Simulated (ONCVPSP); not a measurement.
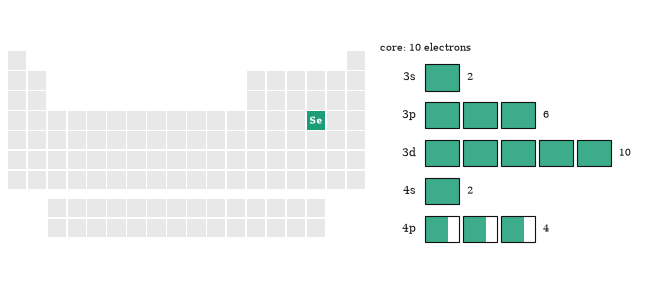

**Figure 1.** Left, the place of selenium in the periodic table; right, the valence shells of the reference configuration: a box for each of the 2l + 1 orbitals, shaded by the share of the shell that is filled, with the electron count at the right.

# Pseudopotential generation, with input and output: Se

- system: selenium (Se, Z = 34), core [Ne], reference valence 3s2 3p6 3d10 4s2 4p4, valence charge 24.
- method: ONCV potential, PBEsol, scalar-relativistic, made with ONCVPSP 4.0.1

### Input file
```
# ATOM AND REFERENCE CONFIGURATION
# atsym  z   nc   nv     iexc    psfile
  Se 34.00    3    5  -116133      upf
#
#   n    l    f
    1    0    2.00
    2    0    2.00
    2    1    6.00
    3    0    2.00
    3    1    6.00
    3    2   10.00
    4    0    2.00
    4    1    4.00
#
# PSEUDOPOTENTIAL AND OPTIMIZATION
# lmax
    2
#
#   l,   rc,      ep,       ncon, nbas, qcut
    0    0.64    0.00    4    8   16.80
    1    1.20    0.00    4    8   13.90
    2    1.05    0.00    4    9   17.50
#
# LOCAL POTENTIAL
# lloc, lpopt,  rc(5),   dvloc0
    4    5    0.64   -1.00
#
# VANDERBILT-KLEINMAN-BYLANDER PROJECTORs
# l, nproj, debl
    0    2    1.10
    1    2    2.00
    2    2    3.70
#
# MODEL CORE CHARGE
# icmod, fcfact, rcfact
    0    0.00    0.00
#
# LOG DERIVATIVE ANALYSIS
# epsh1, epsh2, depsh
   -9.00    5.00    0.04
#
# OUTPUT GRID
# rlmax, drl
    6.00    0.01
#
# TEST CONFIGURATIONS
# ncnf
    4
# nvcnf
#   n    l    f
    5
    3    0    2.00
    3    1    6.00
    3    2   10.00
    4    0    2.00
    4    1    3.00
#
    5
    3    0    2.00
    3    1    6.00
    3    2   10.00
    4    0    2.00
    4    1    2.00
#
    5
    3    0    2.00
    3    1    6.00
    3    2   10.00
    4    0    2.00
    4    1    1.00
#
    5
    3    0    2.00
    3    1    6.00
    3    2   10.00
    4    0    0.00
    4    1    6.00
#
```

Command:
```bash
oncvpsp.x < Se.dat > Se.out
```

### Log (extracts)
```
ONCVPSP  (Optimized Norm-Conservinng Vanderbilt PSeudopotential)
scalar-relativistic version 4.0.1

#   n    l    f        energy (Ha)
    1    0    2.00    -4.5919527E+02
    2    0    2.00    -5.9017896E+01
    2    1    6.00    -5.1924328E+01
    3    0    2.00    -7.8309237E+00
    3    1    6.00    -5.6136511E+00
    3    2   10.00    -1.9521133E+00
    4    0    2.00    -6.3547018E-01
    4    1    4.00    -2.3925070E-01

Reference configufation results
  iterations    24
  all-electron total energy (Ha)   -2.42830219D+03

Begin loop to  construct optimized pseudo wave functions
and semi-local pseudopoentials for all angular momenta

Calculating optimized projector #   1

 for l=   0

    Fraction of norm inside rc  0.664379
    Optimizing pswf for qcut=  16.77 a_B^-1,  ecut= 140.62 Ha
    Residual kinetic energy error=  6.60D-05 Ha

    Energy error per electron        Cutoff
         Ha          eV             Ha
         0.01000     0.27211       98.28
         0.00100     0.02721      118.99
         0.00010     0.00272      136.85
         0.00001     0.00027      375.38

Calculating optimized projector #   2

 for l=   0

    Fraction of norm inside rc  0.043998
    Optimizing pswf for qcut=  16.77 a_B^-1,  ecut= 140.62 Ha
    Residual kinetic energy error=  1.22D-05 Ha

    Energy error per electron        Cutoff
         Ha          eV             Ha
         0.01000     0.27211       78.28
         0.00100     0.02721      104.82
         0.00010     0.00272      124.29
         0.00001     0.00027      143.43

Calculating optimized projector #   1

 for l=   1

    Fraction of norm inside rc  0.982068
    Optimizing pswf for qcut=  13.89 a_B^-1,  ecut=  96.50 Ha
    Residual kinetic energy error=  2.10D-08 Ha

    Energy error per electron        Cutoff
         Ha          eV             Ha
         0.01000     0.27211       51.21
         0.00100     0.02721       62.48
         0.00010     0.00272       72.27
         0.00001     0.00027       80.26

Calculating optimized projector #   2

 for l=   1

    Fraction of norm inside rc  0.078975
    Optimizing pswf for qcut=  13.89 a_B^-1,  ecut=  96.50 Ha
    Residual kinetic energy error=  1.21D-08 Ha

    Energy error per electron        Cutoff
         Ha          eV             Ha
         0.01000     0.27211       39.88
         0.00100     0.02721       53.96
         0.00010     0.00272       66.29
         0.00001     0.00027       76.02

   Wellstate for l =  2  n =  5
     eigenvalue =   1.7479
     asymptotic potential =   2.2479
     half-point radius =  3.4237

Calculating optimized projector #   1

 for l=   2

    Fraction of norm inside rc  0.902345
    Optimizing pswf for qcut=  17.52 a_B^-1,  ecut= 153.39 Ha
    Residual kinetic energy error=  6.77D-08 Ha

    Energy error per electron        Cutoff
         Ha          eV             Ha
         0.01000     0.27211       95.27
         0.00100     0.02721      111.60
         0.00010     0.00272      124.76
         0.00001     0.00027      135.36

Calculating optimized projector #   2

 for l=   2

    Fraction of norm inside rc  0.041807
    Optimizing pswf for qcut=  17.52 a_B^-1,  ecut= 153.39 Ha
    Residual kinetic energy error=  8.32D-08 Ha

    Energy error per electron        Cutoff
         Ha          eV             Ha
         0.01000     0.27211       82.15
         0.00100     0.02721      103.30
         0.00010     0.00272      120.31
         0.00001     0.00027      132.94

Construct Vanderbilt / Kleinmman-Bylander projectors

B matrix Hermiticity error, ll=   0
   1   2    1.8917E-03

  Orthonormal projector coefficients  4.4723E+01  2.8451E+00

B matrix Hermiticity error, ll=   1
   1   2    8.6894E-04

  Orthonormal projector coefficients  8.8470E+00 -4.5480E+00

B matrix Hermiticity error, ll=   2
   1   2   -5.0524E-04

  Orthonormal projector coefficients -1.1763E+01 -4.6780E+00

Pseudoatom total energy -364.475185

Diagnostic tests using Vanderbilt-Kleinman-Bylander pseudopotentials
  1 or more projectors used as specified by nproj input data

   l    rcore       rmatch      e in        delta e   norm test  slope test

   0   0.6419255   0.6614158  -7.8309237  -0.0002114   1.0003764   1.0004875
   0   0.6419255   0.6614158  -0.6354702   0.0000646   1.0002010   1.0002640

   1   1.2030194   1.2395457  -5.6136511  -0.0001041   1.0004201   1.0003834
   1   1.2030194   1.2395457  -0.2392507   0.0000055   1.0000267   1.0000541

   2   1.0546711   1.0866932  -1.9521133  -0.0000206   1.0002452   1.0002769
   2   1.0546711   1.0866932   1.7478867   0.0000999   1.0003906   1.0003906

 Testing for bound ghosts
   n   l    E NL Schr. Eq   E Basis Diag.   E Cutoff

   1   0       -7.831135       -7.829656    635.78
   2   0       -0.635406        0.638966    635.78

   2   1       -5.613755       -5.613751    210.95
   3   1       -0.239245       -0.135423    210.95

   3   2       -1.952134       -1.951920    399.35

 Testing for highly-localized positive-energy ghosts
       l    <radius>/rc     E Basis Diag.   E Cutoff

       0        0.947699       44.560259    635.78  WARNING - GHOST(+)

Test configuration 0

   n   l     f        eae           eps        diff
   1   0  2.0000 -459.19527451
   2   0  2.0000  -59.01789627
   2   1  6.0000  -51.92432822
   3   0  2.0000   -7.83092369   -7.83113504   -2.11D-04
   3   1  6.0000   -5.61365113   -5.61375525   -1.04D-04
   3   2 10.0000   -1.95211331   -1.95213388   -2.06D-05
   4   0  2.0000   -0.63547018   -0.63540553    6.46D-05
   4   1  4.0000   -0.23925070   -0.23924516    5.54D-06

    Total energies and differences
      AE_ref= -2.42830219D+03  AE_tst= -2.42830219D+03  dif=  0.00D+00
      PS_ref= -3.64475185D+02  PS_tst= -3.64475185D+02  dif= -5.51D-12
      PSP excitation error=  5.51D-12

Test configuration 1

   n   l     f        eae           eps        diff
   1   0  2.0000 -459.58638649
   2   0  2.0000  -59.40586824
   2   1  6.0000  -52.31271640
   3   0  2.0000   -8.21718438   -8.21747972   -2.95D-04
   3   1  6.0000   -5.99983704   -5.99999265   -1.56D-04
   3   2 10.0000   -2.33761893   -2.33768594   -6.70D-05
   4   0  2.0000   -0.98769296   -0.98762618    6.68D-05
   4   1  3.0000   -0.56660317   -0.56659618    6.99D-06

    Total energies and differences
      AE_ref= -2.42830219D+03  AE_tst= -2.42790346D+03  dif=  3.99D-01
      PS_ref= -3.64475185D+02  PS_tst= -3.64076402D+02  dif=  3.99D-01
      PSP excitation error= -5.84D-05

Test configuration 2

   n   l     f        eae           eps        diff
   1   0  2.0000 -460.04667676
   2   0  2.0000  -59.85982785
   2   1  6.0000  -52.76748483
   3   0  2.0000   -8.66754969   -8.66801919   -4.70D-04
   3   1  6.0000   -6.45001095   -6.45027910   -2.68D-04
   3   2 10.0000   -2.78640926   -2.78656970   -1.60D-04
   4   0  2.0000   -1.38431836   -1.38425438    6.40D-05
   4   1  2.0000   -0.93678169   -0.93677709    4.60D-06

    Total energies and differences
      AE_ref= -2.42830219D+03  AE_tst= -2.42715497D+03  dif=  1.15D+00
      PS_ref= -3.64475185D+02  PS_tst= -3.63327799D+02  dif=  1.15D+00
      PSP excitation error= -1.69D-04

Test configuration 3

   n   l     f        eae           eps        diff
   1   0  2.0000 -460.56606640
   2   0  2.0000  -60.36920882
   2   1  6.0000  -53.27812439
   3   0  2.0000   -9.17108021   -9.17183308   -7.53D-04
   3   1  6.0000   -6.95320328   -6.95366005   -4.57D-04
   3   2 10.0000   -3.28741798   -3.28772808   -3.10D-04
   4   0  2.0000   -1.81430489   -1.81425344    5.15D-05
   4   1  1.0000   -1.33956753   -1.33957308   -5.55D-06

    Total energies and differences
      AE_ref= -2.42830219D+03  AE_tst= -2.42601934D+03  dif=  2.28D+00
      PS_ref= -3.64475185D+02  PS_tst= -3.62191996D+02  dif=  2.28D+00
      PSP excitation error= -3.45D-04

Test configuration 4

   n   l     f        eae           eps        diff
   1   0  2.0000 -459.31384808
   2   0  2.0000  -59.13344117
   2   1  6.0000  -52.03939866
   3   0  2.0000   -7.94838697   -7.94871964   -3.33D-04
   3   1  6.0000   -5.73047718   -5.73078496   -3.08D-04
   3   2 10.0000   -2.06629483   -2.06667258   -3.78D-04
   4   1  6.0000   -0.28305634   -0.28304634    1.00D-05

    Total energies and differences
      AE_ref= -2.42830219D+03  AE_tst= -2.42749444D+03  dif=  8.08D-01
      PS_ref= -3.64475185D+02  PS_tst= -3.63667514D+02  dif=  8.08D-01
      PSP excitation error=  7.95D-05
```

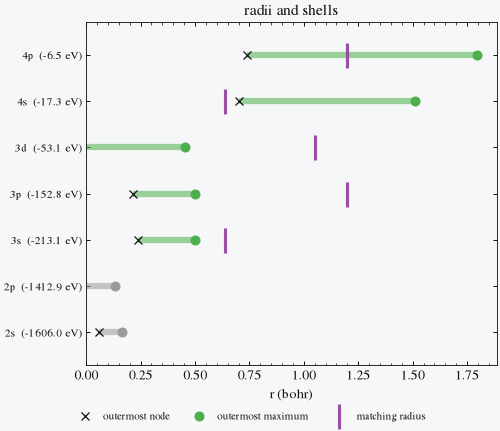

**Figure 2.** Outer shells of the all-electron reference atom: each bar runs from the outermost node (or the nucleus) to the outermost maximum of u(r); the tick is the radius chosen for the pseudo-wave. Shells without a tick have no pseudo-wave of their own. Levels, nodes and maxima are from ld1.x, scalar-relativistic.

- Radii against the shells: 3s: 0.64 bohr, outside the maximum; 3p: 1.20 bohr, outside the maximum; 3d: 1.05 bohr, outside the maximum; 4s: 0.64 bohr, inside the outermost node; 4p: 1.20 bohr, between node and maximum.

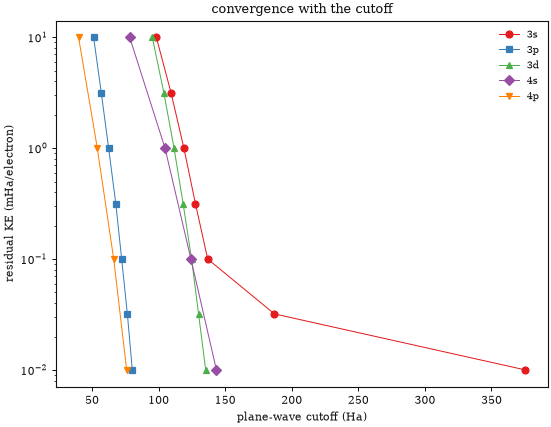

**Figure 3.** Residual kinetic energy of the pseudo-waves (the first of each channel, and further valence shells) beyond the plane-wave cutoff, as the generator prints it.

- Cutoffs for the occupied states: 119 Ha for 1 mHa and 137 Ha for 0.1 mHa per electron. The first is set by 3s.
- Cutoffs for 1 mHa per electron: 3s: 119 Ha; 3d: 112 Ha; 4s: 105 Ha; 3p: 62 Ha; 4p: 54 Ha.

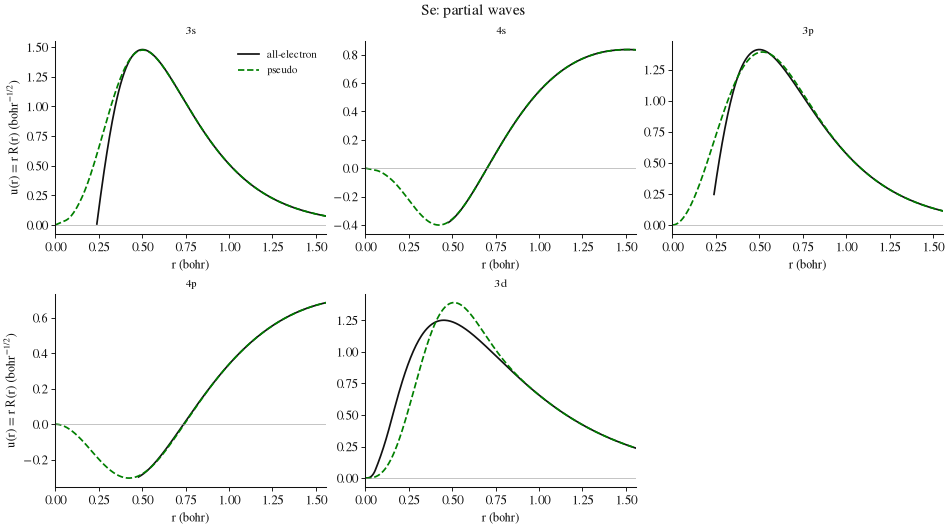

**Figure 4.** Partial waves u(r) = r R(r), all-electron (solid) and pseudo (dashed). The innermost oscillations of some all-electron curves aren't drawn. Reference configuration 3s2 3p6 3d10 4s2 4p4.

- Matching radii: 3s at 0.64 bohr; 4s at 0.64 bohr; 3p at 1.20 bohr; 4p at 1.20 bohr; 3d at 1.05 bohr. The curves merge smoothly, so the plot gives these only roughly.
- Nodes of the pseudo-waves: 3s has no node; 4s has a node at about 0.7 bohr; 3p has no node; 4p has a node at about 0.7 bohr; 3d has no node. A node in 4s and 4p is expected, since a lower shell of the same l is also in the valence and the two must stay orthogonal.
- Cutoffs needed: 119 Ha (loose) and 137 Ha (tight), as the cutoffs at which the residual kinetic energy of the hardest occupied pseudo-wave falls to 1 and 0.1 mHa per electron.

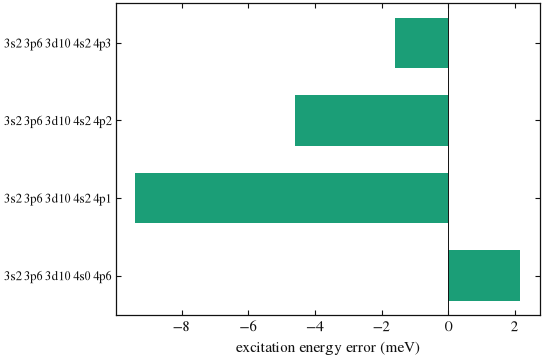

**Figure 5.** Errors, all-electron minus pseudo, of the energies of valence configurations relative to the unpolarised reference 3s2 3p6 3d10 4s2 4p4.

- Worst configuration: 3s2 3p6 3d10 4s2 4p1 (charge +3): the error is -9.4 meV on an all-electron energy of +62.12 eV relative to the reference, or 0.015 %.
- Configurations within 10 meV and within 50 meV: 4 and 4 of 4.
- Errors in meV: 3s2 3p6 3d10 4s2 4p3: -1.6; 3s2 3p6 3d10 4s2 4p2: -4.6; 3s2 3p6 3d10 4s2 4p1: -9.4; 3s2 3p6 3d10 4s0 4p6: +2.2.

### Results in brief

- outcome: generated
- cutoffs needed: 119 Ha and 137 Ha (the cutoffs at which the residual kinetic energy of the hardest occupied pseudo-wave falls to 1 and 0.1 mHa per electron)
- ghost test: no bound ghost flagged; no localised positive-energy state flagged (flags above 300 eV left out)
- largest excitation error: -9.4 meV (all-electron minus pseudo) for 3s2 3p6 3d10 4s2 4p1, out of 4 test configurations
- range over which the phases arctan(r R′/R) at the test radius agree within 0.05 rad (a looser test near the poles than one of phase shifts): s: over the whole range computed; p: over the whole range computed; d: over the whole range computed; f: not judged, local potential alone
- hardware: 1 CPU thread, shared host
- wall time: 7.1 s
